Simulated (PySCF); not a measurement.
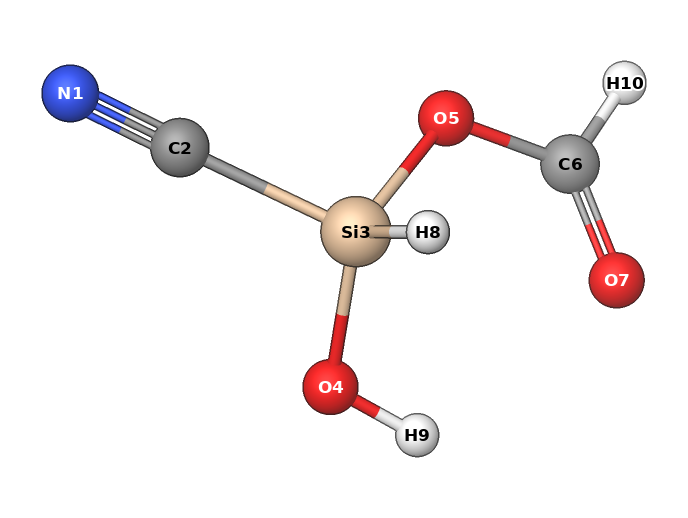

The computed structure is the end point of a PBE0-D3(BJ)/def2-SVP optimisation. No frequency run is at hand to confirm it as a minimum. Electric field gradients from the ground-state density, PBE0/6-31G (PySCF 2.14.0), non-relativistic apart from any core potentials.

Give the largest field-gradient component, the quadrupole coupling constant and the asymmetry for 14N at N1 (Q = 20.44 mb), 17O at O4 (Q = −25.6 mb), 17O at O5 (Q = −25.6 mb), 17O at O7 (Q = −25.6 mb).

```tsv
atom	V_zz (a.u.)	e²qQ/h (MHz)	η
N1	−0.864	−4.15	0.04
O4	1.341	−8.07	0.77
O5	1.315	−7.91	0.05
O7	−1.567	9.43	0.06
```
